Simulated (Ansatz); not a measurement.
**WS2: pressure series**

Start from WS$_{2}$ in the 2H-MoS2 type structure (space group P6_3/mmc, No. 194; layered, stacked along the Cartesian z axis).

```
WS2
1.0
    3.11481     0.00000     0.00000
   -1.55740     2.69750     0.00000
    0.00000     0.00000    11.77307
W S
2 4
Direct
  0.33333   0.66667   0.25000
  0.66667   0.33333   0.75000
  0.33333   0.66667   0.61646
  0.66667   0.33333   0.11646
  0.66667   0.33333   0.38354
  0.33333   0.66667   0.88354
```

Cell and atoms are relaxed at each pressure.

Level of theory: Kohn–Sham DFT with the PBEsol-D3(BJ) functional, run in Ansatz (a quantum-chemistry and plane-wave program) with PAW and 420 eV plane waves, scalar-relativistic without spin-orbit coupling.

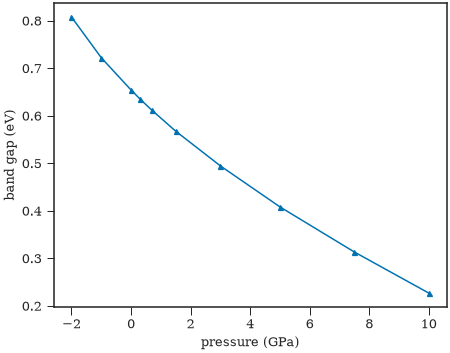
Figure. Band gap against pressure

From the plot, what is the band gap for pressure 3 GPa?

About 0.49 eV.

Is the trend monotonic over the range shown?

Yes, it falls throughout, spanning 0.23 eV to 0.81 eV.

Spin-orbit coupling, missing from the scalar runs, can matter with W. Load acts through the strain it causes; cell and atoms are relaxed under it. No phonon test of stability was made. Competing high-pressure phases were not computed. A zero or small gap of WS2 under pressure 10 GPa can be the functional's error rather than a property of the material.
